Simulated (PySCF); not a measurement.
C9H7NSSe, SMILES C(=Cc1ccc[se]1)c1nccs1 at its GFN2-xTB optimised geometry (Å):

```
19

C     -0.6192     0.5991    -0.0005
C      0.2631    -0.4184    -0.0004
C     -0.0853    -1.8010    -0.0003
C      0.7968    -2.8557    -0.0002
C      0.2091    -4.1346     0.0000
C     -1.1515    -4.1346     0.0000
Se    -1.8638    -2.4268     0.0000
C     -0.2702     1.9781    -0.0006
N     -1.1238     2.9505    -0.0007
C     -0.5327     4.1577    -0.0009
C      0.8288     4.1440    -0.0010
S      1.4141     2.5303    -0.0009
H     -1.6851     0.3976    -0.0005
H      1.3255    -0.2027    -0.0004
H      1.8638    -2.7073    -0.0002
H      0.7920    -5.0404     0.0002
H     -1.7910    -4.9990     0.0002
H     -1.1467     5.0404    -0.0010
H      1.5102     4.9702    -0.0011
```

Computed with PBE/def2-SVP run with PySCF.

Map of the electron localisation function on the plane z = 1.2 Å:

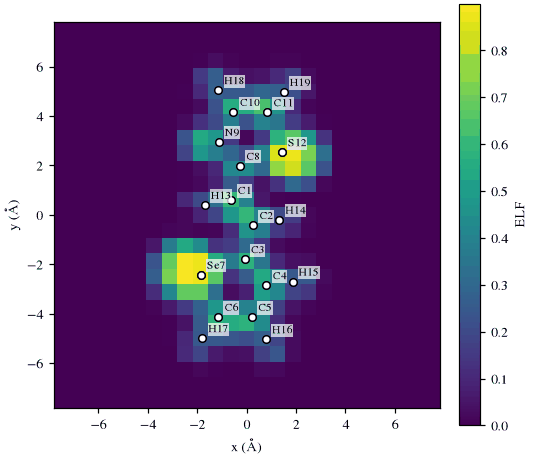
Figure. Electron localisation function on the plane z = 1.2 Å.
